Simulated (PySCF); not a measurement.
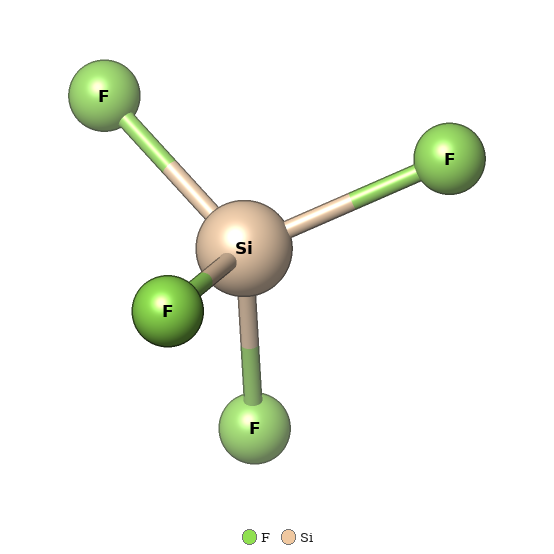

Distant atoms are faded towards the background colour. The computed structure is the end point of a PBE0-D3(BJ)/def2-TZVP optimisation. No frequency run is at hand to confirm it as a minimum.

### Which symmetry elements does this geometry have?

It has 4 C3 axes, 3 C2 axes, 3 S4 axes and 6 mirror planes, so the point group is Td. The group has 24 operations. The geometry is achiral, and symmetry forbids a dipole moment.
